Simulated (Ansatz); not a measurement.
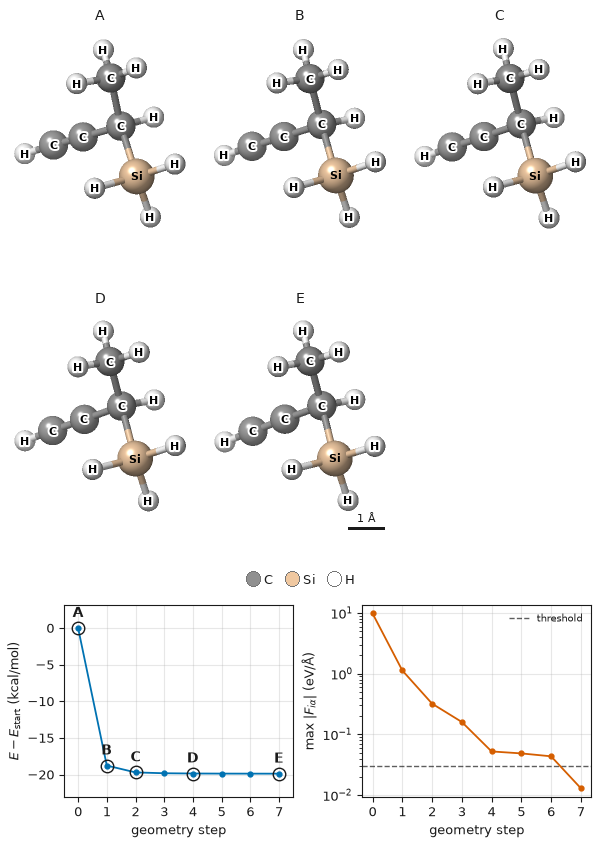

Frames of a relaxation of C₄H₈Si (coarse preliminary run), marked on the history of the run. The picture is a ball-and-stick view, seen from a free direction.

The start comes from a force field.

Theory: RKS PBE-D4/def2-SVP in Ansatz. (force threshold 0.03 eV/Å; at most 200 steps)

Describe the path.

Answer. An H atom moves most after the best rigid fit: 0.16 Å. Largest moves by element: H 0.16 Å, C 0.10 Å, Si 0.07 Å. Near-neighbour distances that change, for instance: C–C 1.136 → 1.225 Å, H–Si 1.426 → 1.507 Å, C–H 1.034 → 1.109 Å, C–H 1.141 → 1.081 Å. Bond angles that change, for instance: C–C–H 101.5° → 109.2°, C–C–Si 113.9° → 108.1°, C–C–H 106.7° → 111.0°. After 7 geometry steps the energy has fallen by 19.9 kcal/mol. Largest force component: 9.8 eV/Å at the start, 0.013 eV/Å at the end. Cost: 12 s on 4 threads of Arm Neoverse V1, with other jobs on the host. From step 0 to 1: an H atom moves most (0.08 Å), energy −18.8 kcal/mol. From step 1 to 2: H atoms move most (0.03 Å), energy −0.93 kcal/mol. From step 2 to 4: an H atom moves most (0.05 Å), energy −0.15 kcal/mol. From step 4 to 7: an H atom moves most (0.04 Å), energy −0.02 kcal/mol.

```tsv
step	E − E(0), kcal/mol	largest force component, eV/Å
0	0.00	9.8315
1	-18.76	1.1305
2	-19.70	0.3210
3	-19.81	0.1601
4	-19.85	0.0524
5	-19.86	0.0486
6	-19.87	0.0435
7	-19.87	0.0130
```
